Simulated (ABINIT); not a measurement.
# How the form of the self-energy moves the gap of CaO (Lime)

How much does the gap of CaO (Lime) depend on the approximation to the self-energy?

Method: PBE and many-body steps on it, plane waves, in ABINIT 10.8.3.

### Step 1. Set-up

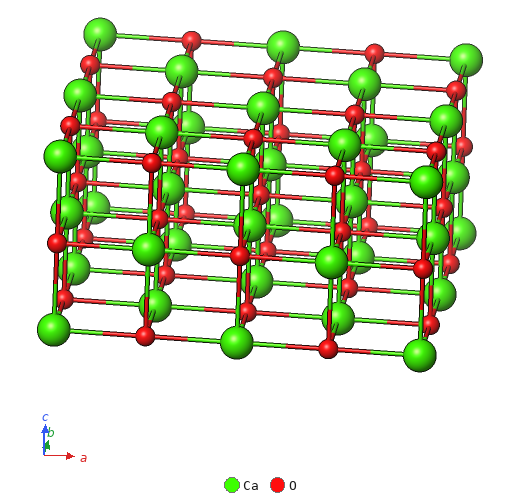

Start, viewed slightly off an axis; calcium green, oxygen red. 2×2×1 cells are drawn. This picture shows the conventional cell, with its axes. Some periodic images of atoms are drawn too.

Coordinates:

```cif
data_structure
_symmetry_space_group_name_H-M 'Fm-3m'
_symmetry_Int_Tables_number 225
_cell_length_a 4.8130
_cell_length_b 4.8130
_cell_length_c 4.8130
_cell_angle_alpha 90.000
_cell_angle_beta 90.000
_cell_angle_gamma 90.000
_cell_volume 111.49
loop_
_atom_site_label
_atom_site_type_symbol
_atom_site_symmetry_multiplicity
_atom_site_Wyckoff_symbol
_atom_site_fract_x
_atom_site_fract_y
_atom_site_fract_z
_atom_site_occupancy
Ca1 Ca 4 a 0.00000 0.00000 0.00000 1
O1 O 4 b 0.50000 0.00000 0.00000 1
```

The cell and positions come from the Crystallography Open Database and are kept as given unless a step says otherwise.

### Step 2. Empty states on the mesh, 6×6×6 mesh, 251 bands

This step: ABINIT 10.8.3; DFT, PBE, plane waves, norm-conserving pseudopotentials.

The sums over transitions need many empty states on a uniform mesh; this step solves for them.

run.abi

```
acell 3*1.0 Angstrom
rprim 
  -0.000000000000 2.406500000000 2.406500000000
  2.406500000000 -0.000000000000 2.406500000000
  2.406500000000 2.406500000000 -0.000000000000
ntypat 2
znucl 20 8
natom 2
typat 1 2
xred 
  0.000000000000 0.000000000000 0.000000000000
  0.500000000000 0.500000000000 0.500000000000
pp_dirpath "pseudos"
pseudos "Ca.upf, O.upf"
ecut 36
ngkpt 6 6 6
nshiftk 1
shiftk 0 0 0
kptopt 1
chksymbreak 0
irdden 1
istwfk *1
nband 251
prtvol 0
optdriver 6
gwr_task "HDIAGO"
paral_kgb 0
occopt 1
indata_prefix "in"
outdata_prefix "out"
tmpdata_prefix "tmp"
```

On the command line:

```
> OMP_NUM_THREADS=1 mpirun -n 8 abinit run.abi > log
```

The log of the run:

```text
.Version 10.8.3 of ABINIT. v10.8.2 released Aug 2026.

 Symmetries : space group Fm -3 m (#225); Bravais cF (face-center cubic)
[... echo of the input left out ...]
== DATASET  1 ==================================================================
-   mpi_nproc: 8, omp_nthreads: 1 (-1 if OMP is not activated)

--- !DatasetInfo
iteration_state: {dtset: 1, }
dimensions: {natom: 2, nkpt: 16, mband: 251, nsppol: 1, nspinor: 1, nspden: 1, mpw: 1964, }
cutoff_energies: {ecut:  36.0, pawecutdg:  -1.0, }
[...]
Indirect band gap semiconductor
 Fundamental gap:     3.662 (eV)
   VBM:     5.064 (eV) at k: [ 0.0000E+00,  0.0000E+00,  0.0000E+00]
   CBM:     8.727 (eV) at k: [ 5.0000E-01,  5.0000E-01,  0.0000E+00]
 Direct gap:         4.037 (eV) at k: [ 5.0000E-01,  5.0000E-01,  0.0000E+00]

== END DATASET(S) ==============================================================
================================================================================

 -outvars: echo values of variables after computation  --------
           etotal      0.0000000000E+00
            nband         251
             nkpt          16
          spgroup         225
 [... the other variables as echoed above ...]

 Calculation completed.
```

Run time: 34 s. Hardware: 8 MPI ranks of Arm Neoverse N1, shared host; peak memory 2.1 GiB.

Numbers from this step:

- gap: 3.662 eV
- k of the valence top: 0, 0, 0
- k of the conduction bottom: 0.5, 0.5, 0
- least direct gap: 4.037 eV
- k points computed: 16
- lowest point of the top converged band, above the valence top: 222.7660 eV

On this mesh the gap is 3.662 eV.

The density comes from a self-consistent run that is not shown.

### Step 3. Screening, 6×6×6 mesh, 243 bands, screening to 304.8 eV

The RPA dielectric matrix is built and inverted for each q.

This step: RPA screening on PBE, plane waves, norm-conserving pseudopotentials.

run.abi, as its differences from that of step 2:

```diff
@@ -20,10 +20,11 @@
 chksymbreak 0
-irdden 1
 istwfk *1
-nband 251
-prtvol 0
-optdriver 6
-gwr_task "HDIAGO"
-paral_kgb 0
 occopt 1
+irdwfk 1
+optdriver 3
+nband 243
+ecuteps 11.2
+inclvkb 2
+awtr 1
+symchi 1
 indata_prefix "in"
```

The log of the run:

```text
.Version 10.8.3 of ABINIT. v10.8.2 released Aug 2026.

 Symmetries : space group Fm -3 m (#225); Bravais cF (face-center cubic)
[... echo of the input left out ...]
== DATASET  1 ==================================================================
-   mpi_nproc: 8, omp_nthreads: 1 (-1 if OMP is not activated)

--- !DatasetInfo
iteration_state: {dtset: 1, }
dimensions: {natom: 2, nkpt: 16, mband: 243, nsppol: 1, nspinor: 1, nspden: 1, mpw: 1964, }
cutoff_energies: {ecut:  36.0, pawecutdg:  -1.0, }
electrons: {nelect:   1.60000000E+01, charge:   0.00000000E+00, occopt:   1.00000000E+00, tsmear:   1.00000000E-02, }

 SCREENING: Calculation of the susceptibility and dielectric matrices

 Based on a program developped by R.W. Godby, V. Olevano, G. Onida, and L. Reining.
 Incorporated in ABINIT by V. Olevano, G.-M. Rignanese, and M. Torrent.
.Using double precision arithmetic ; gwpc =  8

[... cell and pseudopotentials left out ...]
--------------------------------------------------------------------------------

 ==== K-mesh for the wavefunctions ====
 Number of points in the irreducible wedge :    16
[... list of points left out ...]
 Together with 48 symmetry operations and time-reversal symmetry
 yields   216 points in the full Brillouin Zone.

 ==== Q-mesh for the screening function ====
 Number of points in the irreducible wedge :    16
[... list of points left out ...]
 Together with 48 symmetry operations and time-reversal symmetry
 yields   216 points in the full Brillouin Zone.

 setmesh: FFT mesh size selected  =    27x   27x   27
          total number of points  =        19683

 vcoul_init : cutoff-mode = AUXILIARY_FUNCTION
 q-points for optical limit:   1
     1)      0.000010    0.000020    0.000030

- screening: taking advantage of time-reversal symmetry
- Maximum band index for partially occupied states nbvw = 8
- Remaining bands to be divided among processors   nbcw = 235
- Number of bands treated by each node ~29

 Number of electrons calculated from density =   16.0000; Expected =   16.0000
 average of density, n =  0.085062
 r_s =    1.4106
 omega_plasma =   28.1335 [eV]

 calculating chi0 at frequencies [eV] :
  1    0.000000E+00    0.000000E+00
  2    0.000000E+00    2.813348E+01

--------------------------------------------------------------------------------
  q-point number  1        q = ( 0.000000, 0.000000, 0.000000) [r.l.u.]
--------------------------------------------------------------------------------
[... chi0 elements left out ...]
 For q-point:  0.000010 0.000020 0.000030
  dielectric constant =   3.5646
  dielectric constant without local fields =   3.9237

  Average fulfillment of the sum rule on Im[epsilon] for q-point    1 :     86.88  [%]
[... wings left out ...]
  q-point number  2        q = ( 0.166667, 0.000000, 0.000000) [r.l.u.]
--------------------------------------------------------------------------------
[... chi0 elements left out ...]
  Average fulfillment of the sum rule on Im[epsilon] for q-point    2 :     89.79  [%]

 [... 14 further q-points ...]
```

It took 8.4 min on 8 MPI ranks; peak memory 2.7 GiB; 68 min of CPU time.

Numbers from this step:

- ε∞ with local fields, on this mesh, along the program's q direction: 3.565
- the same without local fields: 3.924
- plasma frequency: 28.13 eV
- plane waves in the screening matrix: 331

Local fields lower ε∞ by 9 %.

### Step 4. G0W0, Godby-Needs plasmon pole

The self-energy is evaluated for the states that the input lists, and the levels follow from it, in one-shot runs by the linearised quasiparticle equation.

This step: G0W0 on PBE, plane waves, norm-conserving pseudopotentials.

run.abi, as its differences from that of step 3:

```diff
@@ -23,8 +23,17 @@
 irdwfk 1
-optdriver 3
+optdriver 4
 nband 243
+gwcalctyp 0
+ecutsigx 36
+symsigma 1
+nkptgw 2
+kptgw 
+  0.0000000000 0.0000000000 0.0000000000
+  0.5000000000 0.5000000000 0.0000000000
+bdgw 
+  6 12
+  7 10
 ecuteps 11.2
-inclvkb 2
-awtr 1
-symchi 1
+irdscr 1
+ppmodel 1
 indata_prefix "in"
```

The log of the run:

```text
.Version 10.8.3 of ABINIT. v10.8.2 released Aug 2026.

 Symmetries : space group Fm -3 m (#225); Bravais cF (face-center cubic)
[... echo of the input left out ...]
== DATASET  1 ==================================================================
-   mpi_nproc: 8, omp_nthreads: 1 (-1 if OMP is not activated)

--- !DatasetInfo
iteration_state: {dtset: 1, }
dimensions: {natom: 2, nkpt: 16, mband: 243, nsppol: 1, nspinor: 1, nspden: 1, mpw: 1964, }
cutoff_energies: {ecut:  36.0, pawecutdg:  -1.0, }
electrons: {nelect:   1.60000000E+01, charge:   0.00000000E+00, occopt:   1.00000000E+00, tsmear:   1.00000000E-02, }

 SIGMA: Calculation of the GW corrections

 Based on a program developped by R.W. Godby, V. Olevano, G. Onida, and L. Reining.
 Incorporated in ABINIT by V. Olevano, G.-M. Rignanese, and M. Torrent.
.Using double precision arithmetic ; gwpc =  8

[... cell and pseudopotentials left out ...]
--------------------------------------------------------------------------------

 ==== K-mesh for the wavefunctions ====
 Number of points in the irreducible wedge :    16
[... list of points left out ...]
 Together with 48 symmetry operations and time-reversal symmetry
 yields   216 points in the full Brillouin Zone.

 ==== Q-mesh for screening function ====
 Number of points in the irreducible wedge :    16
[... list of points left out ...]
 Together with 48 symmetry operations and time-reversal symmetry
 yields   216 points in the full Brillouin Zone.

 vcoul_init : cutoff-mode = AUXILIARY_FUNCTION
 q-points for optical limit:   1
     1)      0.000010    0.000020    0.000030
 setmesh: FFT mesh size selected  =    36x   36x   36
          total number of points  =        46656

 Number of electrons calculated from density =   16.0000; Expected =   16.0000
 average of density, n =  0.085062
 r_s =    1.4106
 omega_plasma =   28.1335 [eV]

 === KS Band Gaps ===
  >>>> For spin  1
   Minimum direct gap =   4.0368 [eV], located at k-point      :   0.5000  0.5000  0.0000
   Fundamental gap    =   3.6624 [eV], Top of valence bands at :   0.0000  0.0000  0.0000
                                       Bottom of conduction at :   0.5000  0.5000  0.0000
 SIGMA fundamental parameters:
 PLASMON POLE MODEL  1
 number of plane-waves for SigmaX                 1917
 number of plane-waves for SigmaC and W            331
 number of plane-waves for wavefunctions          1917
 number of bands                                   243
 number of independent spin polarizations            1
 number of spinorial components                      1
 number of k-points in IBZ                          16
 number of q-points in IBZ                          16
 number of symmetry operations                      48
 number of k-points in BZ                          216
 number of q-points in BZ                          216
 number of frequencies for dSigma/dE                 9
 frequency step for dSigma/dE [eV]                0.25
 number of omega for Sigma on real axis              0
 max omega for Sigma on real axis  [eV]           0.00
 zcut for avoiding poles [eV]                     0.10

 EPSILON^-1 parameters (SCR file):
 dimension of the eps^-1 matrix on file            331
 dimension of the eps^-1 matrix used               331
 number of plane-waves for wavefunctions          1917
 number of bands                                   243
 number of q-points in IBZ                          16
 number of frequencies                               2
 number of real frequencies                          1
 number of imag frequencies                          1

 matrix elements of self-energy operator (all in [eV])

 Perturbative Calculation

--- !SelfEnergy_ee
iteration_state: {dtset: 1, }
kpoint     : [   0.000,    0.000,    0.000, ]
spin       : 1
KS_gap     :    4.714
QP_gap     :    6.290
Delta_QP_KS:    1.576
data: !SigmaeeData |
     Band     E0 <VxcDFT>   SigX SigC(E0)      Z dSigC/dE  Sig(E)    E-E0       E
        6   5.064 -19.387 -24.633   3.786   0.778  -0.285 -20.523  -1.136   3.928
        7   5.064 -19.387 -24.633   3.786   0.778  -0.285 -20.523  -1.136   3.928
        8   5.064 -19.387 -24.633   3.786   0.778  -0.285 -20.523  -1.136   3.928
        9   9.779 -10.893  -6.430  -3.941   0.843  -0.186 -10.453   0.440  10.219
       10  11.292 -13.900  -7.002  -4.868   0.841  -0.189 -12.193   1.707  12.999
       11  11.292 -13.900  -7.002  -4.868   0.841  -0.189 -12.193   1.707  12.999
       12  11.292 -13.900  -7.002  -4.868   0.841  -0.189 -12.193   1.707  12.999

--- !SelfEnergy_ee
iteration_state: {dtset: 1, }
kpoint     : [   0.500,    0.500,    0.000, ]
spin       : 1
KS_gap     :    4.037
QP_gap     :    6.360
Delta_QP_KS:    2.324
data: !SigmaeeData |
     Band     E0 <VxcDFT>   SigX SigC(E0)      Z dSigC/dE  Sig(E)    E-E0       E
        7   4.690 -18.916 -24.314   3.805   0.778  -0.286 -20.155  -1.240   3.450
        8   4.690 -18.916 -24.314   3.805   0.778  -0.286 -20.155  -1.240   3.450
        9   8.727 -11.430  -5.899  -4.255   0.850  -0.177 -10.346   1.084   9.811
       10  13.087 -16.112  -8.832  -5.007   0.832  -0.202 -14.221   1.891  14.978

== END DATASET(S) ==============================================================
================================================================================

 -outvars: echo values of variables after computation  --------
           etotal      0.0000000000E+00
            nband         243
             nkpt          16
          spgroup         225
 [... the other variables as echoed above ...]

 Calculation completed.
```

Wall time 69 s (8 MPI ranks); peak memory 2.9 GiB; 9.2 min of CPU time.

Numbers from this step:

| Item | Value |
| --- | --- |
| G0W0 gap on the points computed | 5.883 eV |
| starting gap on the mesh | 3.662 eV |
| k of the valence top | 0, 0, 0 |
| k of the conduction bottom | 0.5, 0.5, 0 |
| Z at the valence top | 0.778 |
| Z at the conduction bottom | 0.85 |
| least direct G0W0 gap on the computed points | 6.291 eV |

The gap on the mesh goes from 3.66 eV to 5.88 eV, a correction of +2.22 eV.

### Step 5. G0W0, Hybertsen-Louie plasmon pole

run.abi, as its differences from that of step 4:

```diff
@@ -37,3 +37,3 @@
 irdscr 1
-ppmodel 1
+ppmodel 2
 indata_prefix "in"
```

The log of the run:

```text
.Version 10.8.3 of ABINIT. v10.8.2 released Aug 2026.

 Symmetries : space group Fm -3 m (#225); Bravais cF (face-center cubic)
[... echo of the input left out ...]
== DATASET  1 ==================================================================
-   mpi_nproc: 8, omp_nthreads: 1 (-1 if OMP is not activated)

--- !DatasetInfo
iteration_state: {dtset: 1, }
dimensions: {natom: 2, nkpt: 16, mband: 243, nsppol: 1, nspinor: 1, nspden: 1, mpw: 1964, }
cutoff_energies: {ecut:  36.0, pawecutdg:  -1.0, }
electrons: {nelect:   1.60000000E+01, charge:   0.00000000E+00, occopt:   1.00000000E+00, tsmear:   1.00000000E-02, }

 SIGMA: Calculation of the GW corrections

 Based on a program developped by R.W. Godby, V. Olevano, G. Onida, and L. Reining.
 Incorporated in ABINIT by V. Olevano, G.-M. Rignanese, and M. Torrent.
.Using double precision arithmetic ; gwpc =  8

[... cell and pseudopotentials left out ...]
--------------------------------------------------------------------------------

 ==== K-mesh for the wavefunctions ====
 Number of points in the irreducible wedge :    16
[... list of points left out ...]
 Together with 48 symmetry operations and time-reversal symmetry
 yields   216 points in the full Brillouin Zone.

 ==== Q-mesh for screening function ====
 Number of points in the irreducible wedge :    16
[... list of points left out ...]
 Together with 48 symmetry operations and time-reversal symmetry
 yields   216 points in the full Brillouin Zone.

 vcoul_init : cutoff-mode = AUXILIARY_FUNCTION
 q-points for optical limit:   1
     1)      0.000010    0.000020    0.000030
 setmesh: FFT mesh size selected  =    36x   36x   36
          total number of points  =        46656

 Number of electrons calculated from density =   16.0000; Expected =   16.0000
[...]
number of omega for Sigma on real axis              0
 max omega for Sigma on real axis  [eV]           0.00
 zcut for avoiding poles [eV]                     0.10

 EPSILON^-1 parameters (SCR file):
 dimension of the eps^-1 matrix on file            331
 dimension of the eps^-1 matrix used               331
 number of plane-waves for wavefunctions          1917
 number of bands                                   243
 number of q-points in IBZ                          16
 number of frequencies                               2
 number of real frequencies                          1
 number of imag frequencies                          1

 matrix elements of self-energy operator (all in [eV])

 Perturbative Calculation

--- !SelfEnergy_ee
iteration_state: {dtset: 1, }
kpoint     : [   0.000,    0.000,    0.000, ]
spin       : 1
KS_gap     :    4.714
QP_gap     :    6.601
Delta_QP_KS:    1.887
data: !SigmaeeData |
     Band     E0 <VxcDFT>   SigX SigC(E0)      Z dSigC/dE  Sig(E)    E-E0       E
        6   5.064 -19.387 -24.633   3.019   0.822  -0.217 -21.218  -1.830   3.234
        7   5.064 -19.387 -24.633   3.019   0.822  -0.217 -21.218  -1.830   3.234
        8   5.064 -19.387 -24.633   3.019   0.822  -0.217 -21.218  -1.830   3.234
[...]
--- !SelfEnergy_ee
iteration_state: {dtset: 1, }
kpoint     : [   0.500,    0.500,    0.000, ]
spin       : 1
KS_gap     :    4.037
QP_gap     :    6.697
Delta_QP_KS:    2.660
data: !SigmaeeData |
     Band     E0 <VxcDFT>   SigX SigC(E0)      Z dSigC/dE  Sig(E)    E-E0       E
[...]
9   8.727 -11.430  -5.899  -4.684   0.883  -0.133 -10.683   0.747   9.474
       10  13.087 -16.112  -8.832  -5.497   0.877  -0.140 -14.548   1.564  14.651

== END DATASET(S) ==============================================================
================================================================================

 -outvars: echo values of variables after computation  --------
           etotal      0.0000000000E+00
            nband         243
             nkpt          16
          spgroup         225
 [... the other variables as echoed above ...]

 Calculation completed.
```

Run time: 67 s. Hardware: 8 MPI ranks; peak memory 2.7 GiB.

This step gave:

```yaml
g0w0_gap_on_the_points_computed: 6.24 eV
starting_gap_on_the_mesh: 3.662 eV
k_of_the_valence_top: 0, 0, 0
k_of_the_conduction_bottom: 0.5, 0.5, 0
z_at_the_valence_top: 0.822
z_at_the_conduction_bottom: 0.883
least_direct_g0w0_gap_on_the_computed_points: 6.601 eV
```

Against G0W0 in ABINIT (6×6×6 mesh, 243 bands, screening to 304.8 eV, Godby-Needs plasmon pole), the gap moves by +0.357 eV.

### Step 6. G0W0, von der Linden-Horsch plasmon pole

run.abi, as its differences from that of step 5:

```diff
@@ -37,3 +37,3 @@
 irdscr 1
-ppmodel 2
+ppmodel 3
 indata_prefix "in"
```

The log of the run:

```text
.Version 10.8.3 of ABINIT. v10.8.2 released Aug 2026.

 Symmetries : space group Fm -3 m (#225); Bravais cF (face-center cubic)
[... echo of the input left out ...]
== DATASET  1 ==================================================================
-   mpi_nproc: 8, omp_nthreads: 1 (-1 if OMP is not activated)

--- !DatasetInfo
iteration_state: {dtset: 1, }
dimensions: {natom: 2, nkpt: 16, mband: 243, nsppol: 1, nspinor: 1, nspden: 1, mpw: 1964, }
cutoff_energies: {ecut:  36.0, pawecutdg:  -1.0, }
[...]
Band     E0 <VxcDFT>   SigX SigC(E0)      Z dSigC/dE  Sig(E)    E-E0       E
[...]
9   8.727 -11.430  -5.899  -4.802   0.905  -0.105 -10.770   0.659   9.386
       10  13.087 -16.112  -8.832  -5.453   0.889  -0.124 -14.487   1.625  14.712

== END DATASET(S) ==============================================================
================================================================================

 -outvars: echo values of variables after computation  --------
           etotal      0.0000000000E+00
            nband         243
             nkpt          16
          spgroup         225
 [... the other variables as echoed above ...]

 Calculation completed.
```

Wall time 26 s (8 MPI ranks); peak memory 2.5 GiB; 3.5 min of CPU time.

Numbers from this step:

* G0W0 gap on the points computed: 6.060 eV
* starting gap on the mesh: 3.662 eV
* k of the valence top: 0, 0, 0
* k of the conduction bottom: 0.5, 0.5, 0
* least direct G0W0 gap on the computed points: 6.437 eV

Against G0W0 in ABINIT (6×6×6 mesh, 243 bands, screening to 304.8 eV, Godby-Needs plasmon pole), the gap moves by +0.177 eV.

[end of part 1 of 2]

[Paths, hosts, dates, memory and timing lines, banners, echoed tables and standing remarks are left out of the program output.]

[Logs are printed without paths, hosts, clocks, repeated set-up lines and the standing remarks that a program may print on its own settings, such as how far it seeks lower states.]

[Runs of the session that timed out or met a known fault of the program may be left out.]

[Hosts, paths, dates, database ids (printed as entryN), source tags and the programs' standing remarks are cut or masked in the printed files.]

[G0W0 gaps are taken among the corrected bands and points alone; a level outside them can change the order at an edge.]

[Where Ansatz stands beside ABINIT at settings called matched, ABINIT's density can come from a denser mesh and the files from another edition; pairs whose starting gaps differed by over 0.03 eV were left out, so agreement reads better than it is.]
